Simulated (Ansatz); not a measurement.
```yaml
crystal:
  periodic: [false, false, false]
  atoms:
    - {symbol: Si, position_ang: [0.397010, 1.485798, 0.320175]}
    - {symbol: O, position_ang: [-0.519516, 0.129270, 0.179536]}
    - {symbol: Si, position_ang: [-0.574320, -1.412222, -0.312410]}
    - {symbol: Cl, position_ang: [1.258959, -2.301255, -0.057970]}
    - {symbol: H, position_ang: [0.926446, 1.879426, -1.010410]}
    - {symbol: H, position_ang: [1.525718, 1.239655, 1.250547]}
    - {symbol: H, position_ang: [-0.475448, 2.558883, 0.852000]}
    - {symbol: H, position_ang: [-1.553271, -2.144313, 0.515316]}
    - {symbol: H, position_ang: [-0.897078, -1.481541, -1.753783]}
basis:
  gaussian: {orbitals: def2-TZVPP}
hamiltonian: {xc: r2scan, dispersion: d4}
```

Work out the structure from the coordinates.

It has 9 atoms: 1 chlorine, 5 hydrogen, 1 oxygen and 2 silicon (ClH₅OSi₂). As SMILES it reads `[SiH3]O[SiH2]Cl`. It has no ring. Among its groups: Si–H bond, Si–O bond. The point group is C1. Coordination: 2 Si tetrahedral; 1 O bent.

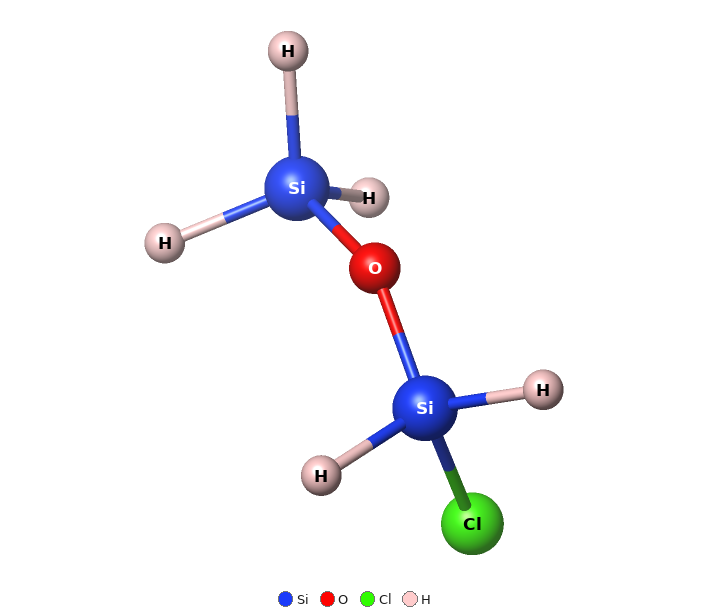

The picture comes from a calculation with Ansatz.
